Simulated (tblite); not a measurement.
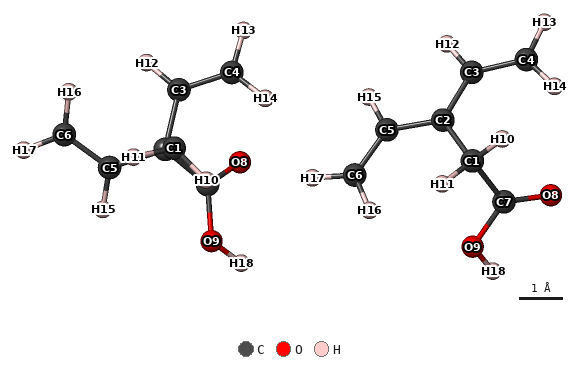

Two geometries of C7H9O2 (multiplicity 2), drawn at one scale. One is the start of a relaxation, the other its converged end. A ball-and-stick model, seen face on.

Level of theory: GFN2-xTB geometry optimisation, gas phase (tblite). 

Which of the two is the end point?

Answer. The right one is the relaxed one. The energy falls by 277.1 kJ/mol in 264 geometry steps. The largest move after the best rigid fit is that of H16, 2.85 Å. Largest moves by element: H 2.85 Å, O 1.48 Å, C 0.97 Å. Among the contacts that change: C1–C7 2.511 → 1.513 Å, C2–C7 1.505 → 2.427 Å, C2–C3 1.529 → 1.415 Å, C7–O8 1.288 → 1.201 Å. New bonds form, among them: C1–C7 (2.51 → 1.51 Å). Bonds break, among them: C2–C7 (1.51 → 2.43 Å). Among the angles between lasting bonds that change: C1–C2–C3 104.7° → 120.0°, C2–C3–C4 117.6° → 126.8°, C3–C2–C5 111.7° → 119.2°.
